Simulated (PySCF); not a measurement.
# 4-Chlorobenzoyl fluoride (2g) (C7H4ClFO): NMR shifts and electronic excitations in gas and solvents, part 2 of 2

PySCF 2.14.0. Atoms count from 0.

**7. TDDFT and polarisability: wB97X-D/def2-SVPD**

The job: settings as JSON, then the geometry in Å.

```
{"job": {"kind": "uv", "xc": "wB97X-D", "basis": "def2-SVPD", "dynamic": true, "nstates": 6, "ntriplets": 0}, "charge": 0, "multiplicity": 1}
O      1.583514     1.251462    -0.208815
C      0.981714     0.241141    -0.053235
F      1.625085    -0.936543    -0.014088
C     -0.476295     0.088332     0.115681
C     -1.076439    -1.164763     0.282680
C     -2.453762    -1.265434     0.434506
C     -3.228511    -0.104264     0.419295
Cl    -4.939503    -0.225757     0.606613
C     -2.643262     1.153961     0.255007
C     -1.267020     1.244305     0.103154
H     -0.457448    -2.062771     0.292021
H     -2.935610    -2.235354     0.564340
H     -3.271446     2.045786     0.247370
H     -0.781112     2.213343    -0.027658
```

With the program's defaults for keys left out, this is: TDDFT wB97X-D/def2-SVPD, vertical, gas phase, core orbitals frozen in the response.

What it wrote:

```text
coarse grid: 13880 points
cycle   1  E = -903.5264392265  dE =  2.180e+00  |g| = 9.454e-01  |ddm| = 1.047e+01
cycle   2  E = -903.3663085319  dE =  1.601e-01  |g| = 1.393e+00  |ddm| = 5.721e+00
cycle   3  E = -903.7129514271  dE = -3.466e-01  |g| = 1.400e-01  |ddm| = 2.895e+00
cycle   4  E = -903.7159452378  dE = -2.994e-03  |g| = 7.205e-02  |ddm| = 4.683e-01
cycle   5  E = -903.7169066494  dE = -9.614e-04  |g| = 1.094e-02  |ddm| = 1.890e-01
cycle   6  E = -903.7169408841  dE = -3.423e-05  |g| = 3.861e-03  |ddm| = 6.880e-02
cycle   7  E = -903.7169463786  dE = -5.494e-06  |g| = 1.028e-03  |ddm| = 1.900e-02
final grid: 134504 points
cycle   8  E = -903.8411343725  dE = -1.004e-04  |g| = 7.701e-03  |ddm| = 4.062e-01
cycle   9  E = -903.8411321806  dE =  2.192e-06  |g| = 9.206e-03  |ddm| = 5.306e-02
cycle  10  E = -903.8411463008  dE = -1.412e-05  |g| = 1.123e-03  |ddm| = 1.345e-02
cycle  11  E = -903.8411465413  dE = -2.405e-07  |g| = 5.746e-04  |ddm| = 4.569e-03
cycle  12  E = -903.8411466242  dE = -8.295e-08  |g| = 1.693e-04  |ddm| = 2.209e-03
cycle  13  E = -903.8411466320  dE = -7.805e-09  |g| = 4.361e-05  |ddm| = 8.733e-04
cycle  14  E = -903.8411466333  dE = -1.267e-09  |g| = 2.097e-05  |ddm| = 3.484e-04
cycle  15  E = -903.8411466335  dE = -2.401e-10  |g| = 6.375e-06  |ddm| = 1.049e-04
converged SCF energy = -903.8411466335

Static polarisability (au): isotropic 99.421, principal 56.715 97.122 144.426

Singlet excitations
state   eV       nm        f      main configurations
  1   5.0574    245.2   0.01128   H-1->L 0.65, H->L+1 0.32
  2   5.3128    233.4   0.36765   H->L 0.91
  3   5.4417    227.8   0.00025   H-2->L 0.82, H-2->L+4 0.11
  4   6.3873    194.1   0.22849   H->L+1 0.64, H-1->L 0.33
  5   6.7291    184.3   0.00000   H-3->L 0.78, H-5->L 0.09
  6   6.8539    180.9   0.60453   H-1->L+1 0.90
```

It took 69 s on 1 thread of Arm Neoverse V1, shared host; peak memory 1.1 GiB.

The orbitals next to the gap, with their largest atomic shares:

| orbital | eV | atoms |
| --- | --- | --- |
| HOMO−3 | -11.44 | Cl7 72 %, C6 9 %, O0 5 % |
| HOMO−2 | -11.20 | O0 63 %, C1 9 %, F2 9 % |
| HOMO−1 | -10.15 | C8 22 %, C9 20 %, C4 20 % |
| HOMO | -9.61 | Cl7 25 %, C3 18 %, C6 18 % |
| LUMO | -0.57 | C6 16 %, C1 15 %, C3 13 % |
| LUMO+1 | 0.53 | C4 19 %, C8 18 %, C9 18 % |
| LUMO+2 | 1.87 | Cl7 34 %, C6 10 %, C1 7 % |

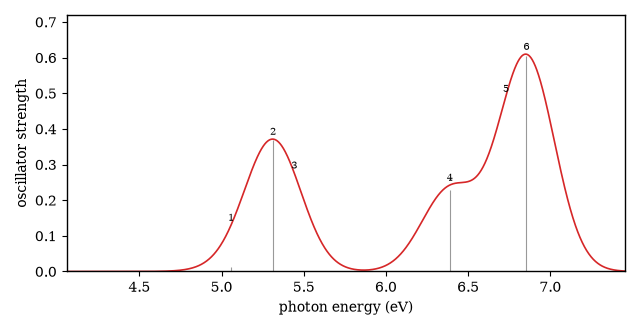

Absorption spectrum from the 6 singlet states computed; above the last one it falls off for lack of states. Lines are broadened to a width of 0.40 eV (Gaussian).

Ground-state properties from the same run:

| property | computed |
| --- | --- |
| dipole moment (D) | 2.39 |
| polarisability (Å³) | 14.73 |
| HOMO–LUMO gap (eV) | 9.04 |
| −ε(HOMO) (eV) | 9.61 |
| C6 with itself (au) | 3706 |

**8. Excited states and response: wB97X-D/def2-SVPD in chloroform**

Settings changed since step 7:

```diff
@@ -1,2 +1,2 @@
-{"job": {"kind": "uv", "xc": "wB97X-D", "basis": "def2-SVPD", "dynamic": true, "nstates": 6, "ntriplets": 0}, "charge": 0, "multiplicity": 1}
+{"job": {"kind": "uv", "xc": "wB97X-D", "basis": "def2-SVPD", "solvent": "chloroform", "nstates": 6, "ntriplets": 0}, "charge": 0, "multiplicity": 1}
 O      1.583514     1.251462    -0.208815
```

Level: TDDFT wB97X-D/def2-SVPD, vertical, IEF-PCM chloroform (non-equilibrium linear response), core orbitals frozen in the response.

What it wrote:

```text
coarse grid: 13880 points
cycle   1  E = -903.5414020724  dE =  2.165e+00  |g| = 9.269e-01  |ddm| = 1.051e+01
cycle   2  E = -903.4262572097  dE =  1.151e-01  |g| = 1.288e+00  |ddm| = 5.436e+00
cycle   3  E = -903.7199135903  dE = -2.937e-01  |g| = 1.167e-01  |ddm| = 2.682e+00
cycle   4  E = -903.7219695189  dE = -2.056e-03  |g| = 6.524e-02  |ddm| = 4.561e-01
cycle   5  E = -903.7227623955  dE = -7.929e-04  |g| = 9.763e-03  |ddm| = 1.882e-01
cycle   6  E = -903.7227894978  dE = -2.710e-05  |g| = 3.558e-03  |ddm| = 6.890e-02
cycle   7  E = -903.7227938889  dE = -4.391e-06  |g| = 1.131e-03  |ddm| = 2.050e-02
final grid: 134504 points
cycle   8  E = -903.8469327377  dE = -1.023e-04  |g| = 7.659e-03  |ddm| = 4.101e-01
cycle   9  E = -903.8469319029  dE =  8.348e-07  |g| = 8.828e-03  |ddm| = 5.498e-02
cycle  10  E = -903.8469444900  dE = -1.259e-05  |g| = 1.021e-03  |ddm| = 1.186e-02
cycle  11  E = -903.8469447180  dE = -2.280e-07  |g| = 5.369e-04  |ddm| = 5.010e-03
cycle  12  E = -903.8469447975  dE = -7.956e-08  |g| = 1.742e-04  |ddm| = 2.531e-03
cycle  13  E = -903.8469448068  dE = -9.233e-09  |g| = 5.041e-05  |ddm| = 8.629e-04
cycle  14  E = -903.8469448086  dE = -1.808e-09  |g| = 2.084e-05  |ddm| = 3.817e-04
cycle  15  E = -903.8469448088  dE = -2.658e-10  |g| = 6.225e-06  |ddm| = 1.053e-04
converged SCF energy = -903.8469448088

Static polarisability (au): isotropic 126.099, principal 70.197 125.672 182.427

Singlet excitations
state   eV       nm        f      main configurations
  1   4.9924    248.3   0.02754   H-1->L 0.73, H->L+1 0.24
  2   5.1768    239.5   0.50672   H->L 0.93
  3   5.5964    221.5   0.00019   H-3->L 0.50, H-2->L 0.36
  4   6.2754    197.6   0.29183   H->L+1 0.72, H-1->L 0.25
  5   6.6891    185.4   0.65793   H-1->L+1 0.92
  6   6.7035    185.0   0.00000   H-2->L 0.46, H-3->L 0.32, H-5->L 0.14
```

Wall time 69 s (1 thread of Arm Neoverse V1, shared host); peak memory 1.2 GiB.

Key values: HOMO -9.46 eV, LUMO -0.46 eV; lowest singlet 4.99 eV.

**9. TDDFT and polarisability: wB97X-D/def2-SVPD in methanol**

Settings changed since step 8:

```diff
@@ -1,2 +1,2 @@
-{"job": {"kind": "uv", "xc": "wB97X-D", "basis": "def2-SVPD", "solvent": "chloroform", "nstates": 6, "ntriplets": 0}, "charge": 0, "multiplicity": 1}
+{"job": {"kind": "uv", "xc": "wB97X-D", "basis": "def2-SVPD", "solvent": "methanol", "nstates": 6, "ntriplets": 0}, "charge": 0, "multiplicity": 1}
 O      1.583514     1.251462    -0.208815
```

Method: TDDFT wB97X-D/def2-SVPD, vertical, IEF-PCM methanol (non-equilibrium linear response), core orbitals frozen in the response.

What it wrote:

```text
coarse grid: 13880 points
cycle   1  E = -903.5462254762  dE =  2.161e+00  |g| = 9.211e-01  |ddm| = 1.053e+01
cycle   2  E = -903.4432938125  dE =  1.029e-01  |g| = 1.258e+00  |ddm| = 5.359e+00
cycle   3  E = -903.7222947966  dE = -2.790e-01  |g| = 1.105e-01  |ddm| = 2.631e+00
cycle   4  E = -903.7241383354  dE = -1.844e-03  |g| = 6.334e-02  |ddm| = 4.622e-01
cycle   5  E = -903.7248878824  dE = -7.495e-04  |g| = 9.580e-03  |ddm| = 1.942e-01
cycle   6  E = -903.7249136059  dE = -2.572e-05  |g| = 3.541e-03  |ddm| = 7.165e-02
cycle   7  E = -903.7249178148  dE = -4.209e-06  |g| = 1.175e-03  |ddm| = 2.285e-02
final grid: 134504 points
cycle   8  E = -903.8490345212  dE = -1.028e-04  |g| = 7.630e-03  |ddm| = 4.115e-01
cycle   9  E = -903.8490340922  dE =  4.290e-07  |g| = 8.696e-03  |ddm| = 5.662e-02
cycle  10  E = -903.8490462581  dE = -1.217e-05  |g| = 1.006e-03  |ddm| = 1.170e-02
cycle  11  E = -903.8490464950  dE = -2.369e-07  |g| = 5.270e-04  |ddm| = 5.392e-03
cycle  12  E = -903.8490465762  dE = -8.119e-08  |g| = 1.776e-04  |ddm| = 2.801e-03
cycle  13  E = -903.8490465863  dE = -1.013e-08  |g| = 5.408e-05  |ddm| = 9.061e-04
cycle  14  E = -903.8490465884  dE = -2.112e-09  |g| = 2.079e-05  |ddm| = 4.075e-04
cycle  15  E = -903.8490465887  dE = -2.851e-10  |g| = 6.225e-06  |ddm| = 1.075e-04
converged SCF energy = -903.8490465887

Static polarisability (au): isotropic 138.405, principal 78.583 139.341 197.291

Singlet excitations
state   eV       nm        f      main configurations
  1   4.9765    249.1   0.02766   H-1->L 0.75, H->L+1 0.23
  2   5.1832    239.2   0.48509   H->L 0.93
  3   5.6524    219.3   0.00017   H-3->L 0.70, H-2->L 0.17, H-3->L+4 0.09
  4   6.3039    196.7   0.26282   H->L+1 0.73, H-1->L 0.23
  5   6.6890    185.4   0.00000   H-2->L 0.62, H-5->L 0.16, H-3->L 0.15
  6   6.7192    184.5   0.64130   H-1->L+1 0.92
```

It took 66 s on 1 thread of Arm Neoverse V1, shared host; peak memory 1.2 GiB.

Key values: HOMO -9.42 eV, LUMO -0.44 eV; lowest singlet 4.98 eV.

**10. Side by side: NMR shifts**

Shifts (ppm) of some atoms, chosen among heavy atoms and hydrogens apart, means over like atoms, with basis size and wall time (the measured row can stand on another reference than the computed rows):

| run | C6 | C4 | C3 | H10 | H11 | O0 | F2 | functions | time |
| --- | --- | --- | --- | --- | --- | --- | --- | --- | --- |
| PBE0/pcSseg-1 in chloroform | 155.0 | 140.6 | 127.7 | 8.34 | 7.78 | 412.6 | 14.8 | 197 | 29 s |
| PBE0/pcSseg-1 in methanol | 155.3 | 141.2 | 127.9 | 8.39 | 7.86 | 407.7 | 15.5 | 197 | 26 s |
| WP04/pcSseg-1 in chloroform | 158.3 | 140.7 | 128.7 | 8.05 | 7.50 | 397.8 | 12.3 | 197 | 26 s |
| wB97X-D/pcSseg-1 in chloroform | 155.6 | 142.1 | 129.1 | 8.37 | 7.80 | 410.0 | 20.8 | 197 | 37 s |
| measured | – | – | – | – | – | – | 18.4 | – | – |

Measured: solution, CDCl3; Marie Gonay, Chloé Batisse, Jean-François Paquin, Synthesis of Acyl Fluorides from Carboxylic Acids Using NaF-Assisted Deoxofluorination with XtalFluor-E, J. Org. Chem. 2020, 85, 10253−10260.

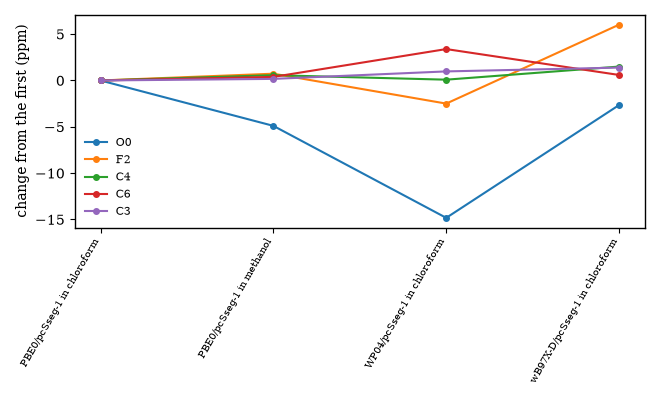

How five of the tabulated atoms move from run to run.

**11. Comparing the runs: electronic excitations**

Excitations and ground-state properties, with basis size and wall time:

| run | lowest singlet (eV) | brightest (eV) | f | gap (eV) | α (Å³) | μ (D) | functions | time |
| --- | --- | --- | --- | --- | --- | --- | --- | --- |
| wB97X-D/def2-SVPD | 5.06 | 6.85 | 0.605 | 9.04 | 14.73 | 2.39 | 245 | 69 s |
| wB97X-D/def2-SVPD in chloroform | 4.99 | 6.69 | 0.658 | 8.99 | 18.69 | 2.82 | 245 | 69 s |
| wB97X-D/def2-SVPD in methanol | 4.98 | 6.72 | 0.641 | 8.98 | 20.51 | 2.97 | 245 | 66 s |

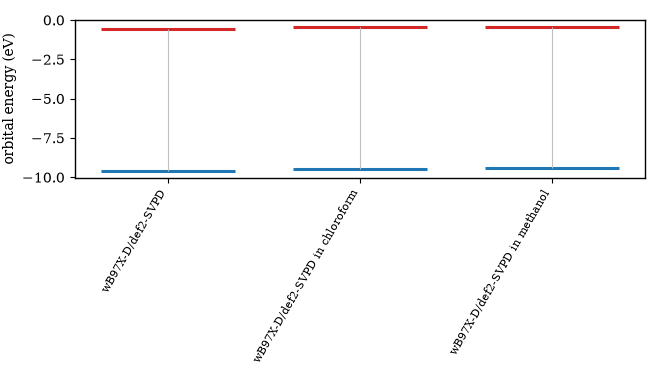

HOMO (blue) and LUMO (red) run by run.

The continuum's effect on the ground state:

| solvent | ε | polarisation energy (Eh) | μ (D) |
| --- | --- | --- | --- |
| chloroform | 4.71 | -0.0064 | 2.82 |
| methanol | 32.61 | -0.0091 | 2.97 |

**12. Summary of results**

What follows sums up all 2 parts.

| quantity | value |
| --- | --- |
| point group | Cs |
| rotational constants (main isotopes) | 3.84, 0.55, 0.48 GHz |
| ¹³C shifts against TMS (PBE0/pcSseg-1, chloroform, means over atoms taken as alike) | 164.9, 155.0, 140.6, 136.5, 127.7 ppm |
| ¹H shifts against TMS (PBE0/pcSseg-1, chloroform, means over atoms taken as alike) | 8.34, 7.78 ppm |
| ¹⁷O shifts against H2O (PBE0/pcSseg-1, chloroform) | 412.6 ppm |
| ¹⁹F shifts against CFCl3 (PBE0/pcSseg-1, chloroform) | 14.8 ppm |
| shieldings of Cl (PBE0/pcSseg-1, chloroform) | Cl7 687.8 ppm |
| measured, and computed on the same scale | F2 δ 18.4, 14.8 ppm |
| lowest singlet (wB97X-D/def2-SVPD) | 5.06 eV (245 nm), f = 0.011 |
| brightest single state of those computed | state 6, 6.85 eV, f = 0.605 |
| range of the shift of O0 (PBE0/pcSseg-1 runs) | 407.7 to 412.6 ppm |
| range of the lowest singlet | 4.98 to 5.06 eV |

What this shows: Over 6 steps the energy fell by 0.120 eV; of the close pairs, C1–C3 changed most, 1.423 to 1.476 Å. No frequency check was run at this level, so the end point may be a saddle. At PBE0/pcSseg-1: The widest tensor belongs to O0: span 594 ppm, with a paramagnetic part of -474 ppm. The one measured ¹⁹F shift is missed by -3.6 ppm (computed less measured, unscaled). Vibration and temperature are missing from the calculation, and it holds one conformer, so part of the miss against the measured shifts is not the functional's. NICS(1)zz of -26 ppm above the planar ring from C3 marks a diatropic (aromatic) ring current. The first singlet state (HOMO−1→LUMO 0.65, HOMO→LUMO+1 0.32) lies at 5.06 eV and is weak; of the 6 states computed, the strongest absorption comes from state 6 at 6.85 eV (the last computed, so partners may be missing). At one level, PBE0/pcSseg-1: Among the atoms with a shift in every run: Across the 2 runs the shift of O0 moves most, between 407.7 (PBE0/pcSseg-1 in methanol) and 412.6 ppm (PBE0/pcSseg-1 in chloroform). The lowest singlet runs from 4.98 eV (wB97X-D/def2-SVPD in methanol) to 5.06 eV (wB97X-D/def2-SVPD), while the orbital gap spans 8.98 to 9.04 eV. The lowest state need not be the same one in every run. The continuum holds electrostatics alone: no hydrogen bonds to the solvent, and the gas-phase geometry is kept.
